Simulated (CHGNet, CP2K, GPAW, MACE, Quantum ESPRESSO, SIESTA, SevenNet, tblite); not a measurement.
# Which run comes nearest? Twisted Ti2CO2 MXene bilayer, 38.21° (70 atoms)

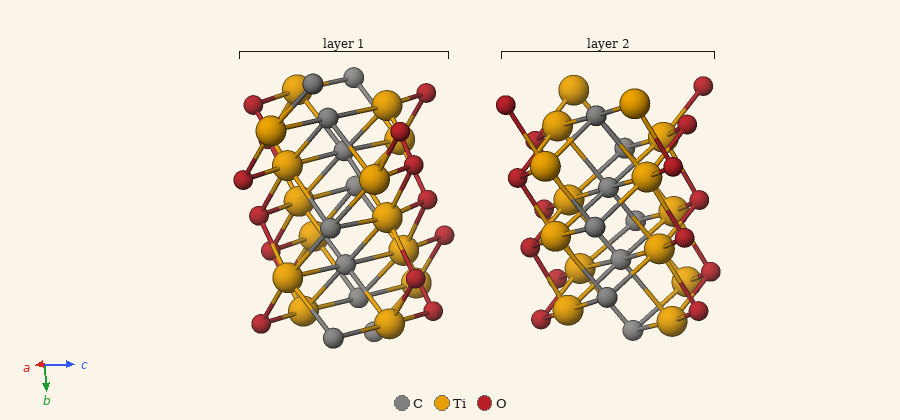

The cell (carbon grey, titanium orange, oxygen red). Some periodic images of atoms are drawn too.

The cell holds 70 atoms: 14 C, 28 Ti and 28 O. Its edges and angles: a = 8.017 Å, b = 8.017 Å, c = 23.800 Å, α = 90.0°, β = 90.0°, γ = 120.0°. It derives from Ti2CO2 (Ti2CO2 MXene). Ti2CO2 MXene (a = 3.03 Å) under Ti2CO2 MXene (a = 3.03 Å), bilayer, commensurate cell of 7 unit cells a layer, twist 38.21 deg; facing planes 2.92 Å apart; 12 Å of vacuum; layers as built, displaced by a Gaussian of 0.01 Å. Then every atom was moved at random, 0.03 Å r.m.s. a Cartesian component. Regions: layer 1, 35 atoms (7 C, 14 Ti and 14 O); layer 2, 35 atoms (7 C, 14 Ti and 14 O). Vacuum lies along c.

Geometry: as built.

The reference, a calculation:

* method: Kohn-Sham DFT, PBE, SSSP efficiency 1.3.0 pseudopotentials, plane waves (Quantum ESPRESSO 7.5); sssp-pbe-1.3.0-efficiency, cutoffs 60/480 Ry, Γ point
* r.m.s. force component: 0.4741 eV/Å
* longest force: 1.644 eV/Å
* gap (highest filled to lowest empty level): 0.3976 eV
* time: 29 min on 1 thread of Arm Neoverse V2, shared host
* CPU time: 29 min

Runs, in no order:
A. SIESTA PBE, DZP, shift 0.01 Ry, mesh 500 Ry: Kohn-Sham DFT, PBE, PseudoDojo 0.4.1 norm-conserving pseudopotentials (converted to PSML), numerical atomic orbitals (DZP), diagonalisation
B. SIESTA PBE, DZ, shift 0.01 Ry, mesh 500 Ry: Kohn-Sham DFT, PBE, PseudoDojo 0.4.1 norm-conserving pseudopotentials (converted to PSML), numerical atomic orbitals (DZ), diagonalisation
C. SevenNet l3i5 potential: machine-learned interatomic potential SevenNet l3i5, trained on PBE(+U) plane-wave data
D. CP2K PBE, DZVP-MOLOPT-SR, 800/50 Ry, diagonalisation: Kohn-Sham DFT, PBE, GTH-PBE pseudopotentials, Gaussian and plane waves, DZVP-MOLOPT-SR-GTH, diagonalisation

Q: Order them from the smallest to the largest r.m.s. force difference.

D, A, B, C.

```
                                                    run  Δ force, r.m.s. (meV/Å)  share of r.m.s. force (%)  CPU time
D. CP2K PBE, DZVP-MOLOPT-SR, 800/50 Ry, diagonalisation                     20.9                       4.40    11 min
         A. SIESTA PBE, DZP, shift 0.01 Ry, mesh 500 Ry                     78.1                       16.5   8.1 min
          B. SIESTA PBE, DZ, shift 0.01 Ry, mesh 500 Ry                      150                       31.6   4.3 min
                             C. SevenNet l3i5 potential                      220                       46.4     8.4 s
```

Machine-learned potentials mimic data converged in k, so the reference's own k-point error enters their differences. The runs have no spin polarisation, so any moments at edges, vacancies or dangling bonds can't form. The electronic-structure runs sample only Γ, in a cell whose shortest periodic width is 7 Å.

[Logs are printed without paths, hosts, clocks, repeated set-up lines and the standing remarks that a program may print on its own settings, such as how far it seeks lower states.]

[Hosts, paths, dates, database ids (printed as entryN), source tags and the programs' standing remarks are cut or masked in the printed files.]
